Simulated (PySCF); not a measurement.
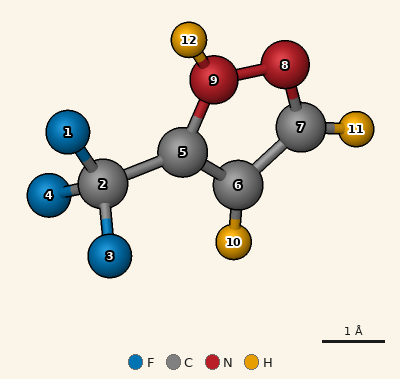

C₄H₃F₃N₂, before the relaxation. A ball-and-stick model, seen at a tilt.

The start comes from GFN2-xTB.

Theory: PySCF, PBE0-D3(BJ)/def2-SVP geometry optimisation, gas phase.

```xyz
12

F    -2.2919    0.8515    0.6663
C    -1.6931   -0.0945   -0.0787
F    -2.1577   -1.2769    0.3557
F    -2.1540    0.0527   -1.3310
C    -0.2122    0.0040    0.0017
C     0.7738   -0.7545   -0.5944
C     1.9699   -0.1792   -0.1403
N     1.7314    0.8392    0.6605
N     0.4193    0.9474    0.7441
H     0.6464   -1.5886   -1.2513
H     2.9751   -0.4696   -0.3673
H    -0.0057    1.6680    1.3087
```

Question: What does the optimiser find from here?

Answer: F4 moves most after the best rigid fit: 0.17 Å. By element the largest moves are F 0.17 Å, H 0.12 Å, N 0.06 Å, C 0.06 Å. Near-neighbour distances that change, for instance: C6–H10 1.069 → 1.087 Å, C2–F3 1.343 → 1.331 Å, C7–N8 1.317 → 1.328 Å, C6–C7 1.403 → 1.411 Å. Over 7 geometry steps the energy falls by 0.90 kcal/mol. Largest force component: 0.97 eV/Å at the start, 0.013 eV/Å at the end. The forces were under the threshold at step 5, but the run went on from there.

Final geometry:

```xyz
12

F    -2.2602    0.7602    0.7968
C    -1.7039   -0.0950   -0.0745
F    -2.1495   -1.3180    0.2060
F    -2.1574    0.2212   -1.2884
C    -0.2178   -0.0147    0.0064
C     0.7737   -0.7954   -0.5556
C     1.9687   -0.1758   -0.1332
N     1.7283    0.8895    0.6218
N     0.4107    0.9697    0.6909
H     0.6453   -1.6779   -1.1769
H     2.9951   -0.4688   -0.3493
H    -0.0320    1.7043    1.2301
```

The end point in the same view:

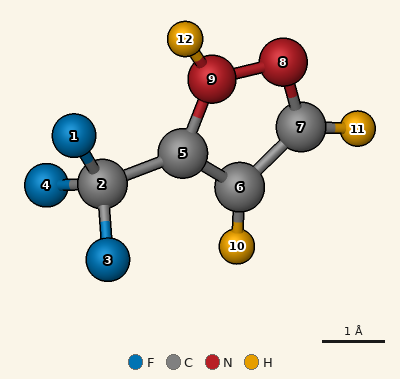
